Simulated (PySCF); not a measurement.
```xyz
5

O     1.2051   -0.4929   -0.3676
Si   -0.2756   -0.0159   -0.0518
H    -0.7503   -0.1241    1.4079
H    -1.4171   -0.7427   -0.7836
H    -0.6195    1.4517   -0.3608
```

Geometry: PBE0-D3(BJ)/ma-def2-SVP.

Method: PySCF 2.14.0, density-fitted response routines, DFT single point, gas phase, functional M06-2X.

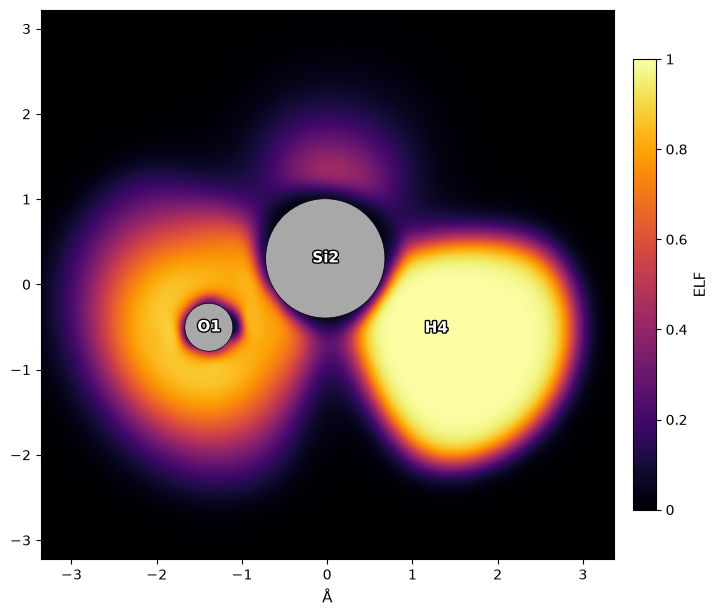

H3OSi (SMILES [O-][SiH3]) (charge −1). ELF on the plane of atoms O1, Si2 and H4. Grey discs cover the atomic cores.

**Read the bonding off the picture.**

The section cuts through O, Si and H sites.
Si–O (1.59 Å): the ELF peaks at about 0.85 between the atoms: a short, strongly polar bond.
Si–H (1.54 Å): the ELF climbs to about 1 towards the hydrogen, as it does in any bond to H.
The ELF also peaks beside O1, away from the bonds: lone-pair regions.
